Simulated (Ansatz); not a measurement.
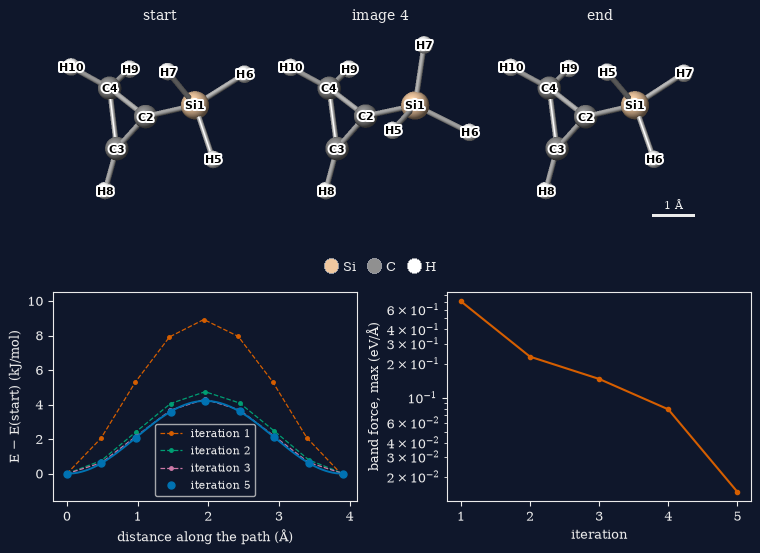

A nudged-elastic-band calculation for C3H6Si. Images are numbered from 0 (start) to 8 (end). The plot follows the band through its iterations. A ball-and-stick model, seen from a free direction.

The calculation used RKS BHLYP-D4/def2-SVP in Ansatz. Settings: 7 movable images; climbing image; force threshold 0.03 eV/Å; iteration limit 45; starting path by image-dependent pair potential.

**Judge this run.**

The result is final at these settings. The band converged in 5 iterations. The largest component of the band force went from 0.71 to 0.015 eV/Å. The climbing image converged on the top of the path. Its vibrational analysis gives one imaginary mode (109i cm⁻¹), as a transition state must have. The first iteration put the highest image at 8.93 kJ/mol. The two ends have the same energy, and the highest point, image 4, lies 4.22 kJ/mol above the start.
